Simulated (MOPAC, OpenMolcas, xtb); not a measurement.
## A ladder of methods for CH4BN (SMILES B1CN1)

CH4BN: 7 atoms, total charge 0, spin state singlet. SMILES: `B1CN1`. The shape is that of a GFN2-xTB optimisation.

Quantity: the HOMO–LUMO gap, in eV. The values are calculated.

```tsv
level	kind	program	value (eV)	CPU time
GFN2-xTB	semi-empirical	xtb	5.50	under 2 s
PM3	semi-empirical	MOPAC	12.08	under 2 s
PM6	semi-empirical	MOPAC	11.41	under 2 s
GFN0-xTB	semi-empirical	xtb	5.95	under 2 s
HF/def2-TZVP	Hartree–Fock	OpenMolcas	14.05	18 s
SVWN5/def2-TZVP	LDA	OpenMolcas	5.44	40 s
BLYP/def2-TZVP	GGA	OpenMolcas	5.56	60 s
PBE/def2-TZVP	GGA	OpenMolcas	5.56	59 s
revPBE/def2-TZVP	GGA	OpenMolcas	5.61	60 s
TPSS/def2-TZVP	meta-GGA	OpenMolcas	5.86	82 s
```

The values span 5.44 to 14.05 eV. Orbital gaps aren't excitation energies; they tend to grow with the share of exact exchange. Times are those of the runs behind each value, whatever else they computed, on shared processors of several kinds: orders of magnitude only.

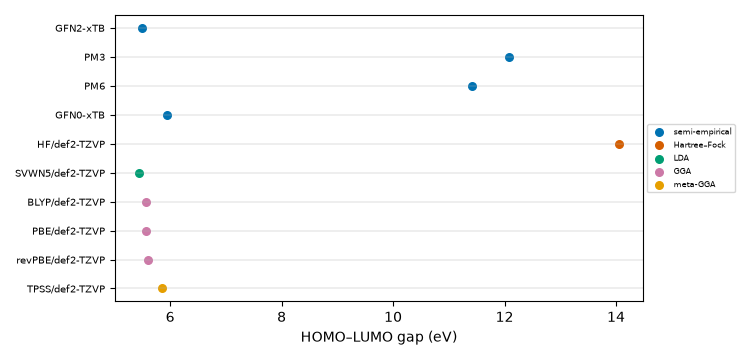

The values of the table, level by level.
